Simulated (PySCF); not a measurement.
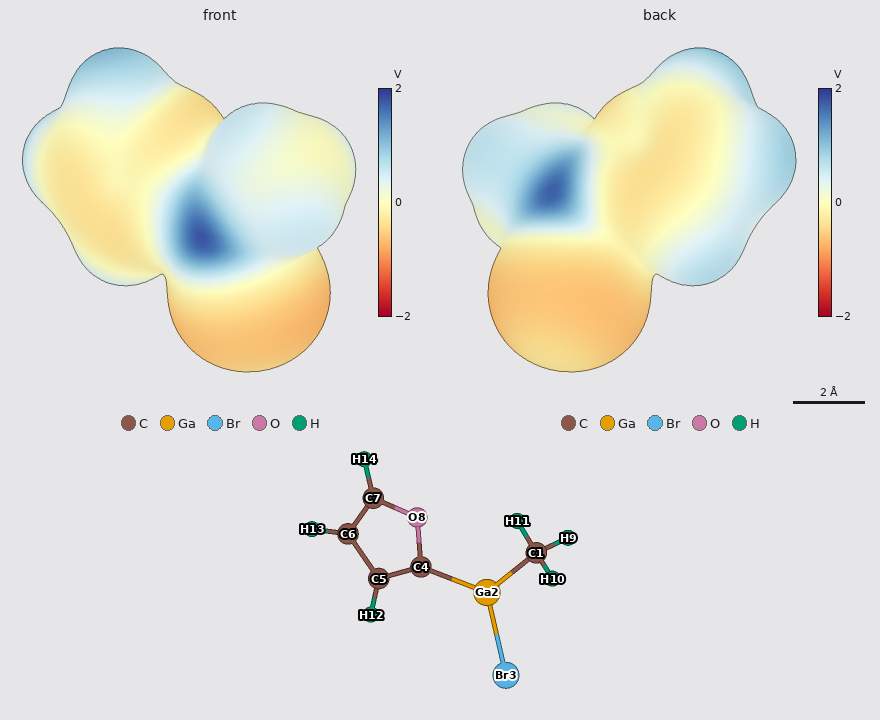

Figure. C5H6BrGaO (SMILES [CH3][Ga]([Br])[c]1ccco1). The molecular electrostatic potential painted on the density surface at 0.001 e/bohr³, seen from the front and from behind; red is negative and blue positive. The bare structure is drawn below in the same view.

Geometry: GFN2-xTB.

The calculation used PySCF, B3LYP/def2-SVPD, SCF density, gas phase.

```xyz
14

C     2.8107    0.3252   -0.8074
Ga    1.4830   -0.1545    0.6510
Br    2.2451   -0.7907    2.7279
C    -0.4979   -0.1534    0.4918
C    -1.6857   -0.3694    1.1382
C    -2.7058   -0.1268    0.1890
C    -2.0766    0.2177   -0.9677
O    -0.7480    0.2073   -0.8029
H     3.2105   -0.5837   -1.2665
H     3.6469    0.8781   -0.3678
H     2.3421    0.9316   -1.5842
H    -1.8084   -0.6633    2.1640
H    -3.7623   -0.2013    0.3489
H    -2.4544    0.4828   -1.9366
```

Where is the surface potential most negative and most positive?

Answer. The most negative region (about −0.7 V) lies over Br3, the most positive (about +1.7 V) over Ga2.
